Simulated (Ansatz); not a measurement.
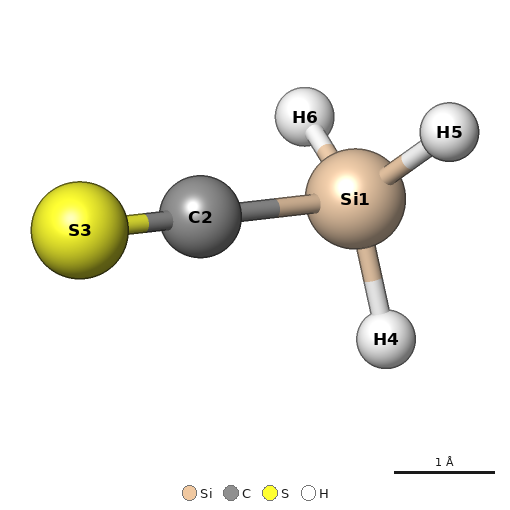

The view is orthographic, and the bar gives the scale. State: charge +1, singlet. Computed geometry: PBE0-D4/def2-TZVP optimisation. No frequency run is at hand to confirm it as a minimum.

Reconstruct the coordinates (Å) as seen: x to the right, y up, z towards the viewer, origin at the mean of the atomic positions.

```xyz
6
CH3SSi
Si   0.60   0.07  -0.42
C   -0.96  -0.11   0.68
S   -2.17  -0.25   1.53
H    0.90  -1.34  -0.75
H    1.54   0.74   0.50
H    0.09   0.89  -1.53
```
